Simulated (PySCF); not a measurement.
System: C3H6ClOSi2 (doublet).

```yaml
atoms:
  - { symbol: C, position_ang: [1.5505, 1.7776, 0.7320] }
  - { symbol: C, position_ang: [1.4352, 0.7847, 0.0733] }
  - { symbol: C, position_ang: [1.2635, -0.4134, -0.7116] }
  - { symbol: Si, position_ang: [-0.1781, -1.4855, -0.0638] }
  - { symbol: Cl, position_ang: [-0.5191, -2.9679, -1.3839] }
  - { symbol: O, position_ang: [-1.5260, -0.6098, 0.0184] }
  - { symbol: Si, position_ang: [-2.4797, 0.7113, 0.1629] }
  - { symbol: H, position_ang: [1.6766, 2.6498, 1.3003] }
  - { symbol: H, position_ang: [1.0784, -0.1260, -1.7511] }
  - { symbol: H, position_ang: [2.1954, -0.9830, -0.6956] }
  - { symbol: H, position_ang: [0.0525, -2.0309, 1.2652] }
  - { symbol: H, position_ang: [-1.8459, 1.8075, -0.5520] }
  - { symbol: H, position_ang: [-2.7077, 0.8861, 1.5884] }
```

Geometry: GFN2-xTB.

Computed with UKS B3LYP, pcH-1 on C Cl H O Si, non-relativistic, mean-field spin-orbit, GIAO in PySCF 2.14.0, density-fitted response routines.

### Predict the electron density, electron localisation function and spin density between the atoms.

C–C (1.20 Å): ρ is about 2.8 e/Å³ halfway; the ELF peaks at about 0.85 between the atoms; a short, multiple covalent bond.
C–Si (1.91 Å): the density is about 0.93 e/Å³ at the midpoint; the ELF peaks at about 0.95 between the atoms, as expected for localised, covalent bonding.
C–H (1.05 Å): ρ at the midpoint is about 2.1 e/Å³; the ELF climbs to about 1 towards the hydrogen, as it does in any bond to H: an ordinary covalent bond to hydrogen.
The unpaired spin (1 electron) lies mostly on Si7 (about 0.8) and O6 (about 0.1), in electrons by Hirshfeld's partition.

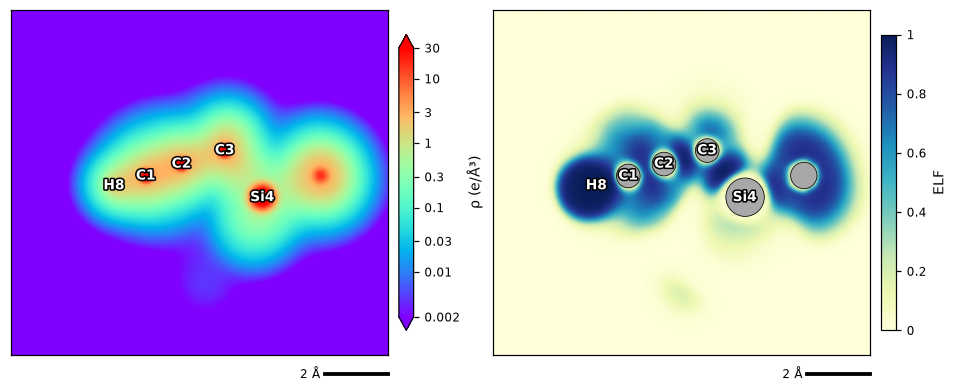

Computed electron density and electron localisation function on the plane of atoms C2, C3 and Si4, in this order. Grey discs cover the atomic cores in the ELF map. 
